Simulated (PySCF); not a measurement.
SMILES c1ccoc1[SiH2][SiH2]S at its GFN2-xTB optimised geometry (Å):

```
16

S     -3.8639    -1.9284    -0.5732
Si    -2.1872    -0.5672    -0.4149
Si    -0.2339    -1.7367     0.0072
C      1.0816    -0.4072     0.0000
C      2.4492    -0.4072     0.0000
C      2.8603     0.9440     0.0000
C      1.7139     1.6784     0.0005
O      0.6392     0.8787     0.0001
H     -3.3812    -2.6722    -1.5563
H     -2.6646     0.3038     0.6528
H     -2.2070     0.1943    -1.6664
H      0.1245    -2.7367    -1.0121
H     -0.1938    -2.4415     1.2968
H      3.0784    -1.2736    -0.0010
H      3.8639     1.3176    -0.0008
H      1.5412     2.7367     0.0011
```

Calculation: PBE/def2-TZVP run with PySCF.

Map of the deformation density (molecule minus spherical neutral atoms) (e/bohr³) on the plane z = 1.0 Å:

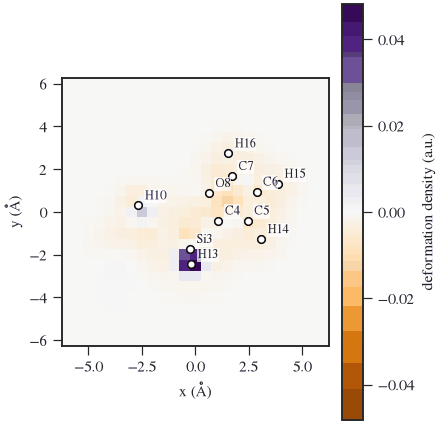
Fig. 1. Deformation density (molecule minus spherical neutral atoms) (e/bohr³) on the plane z = 1.0 Å.
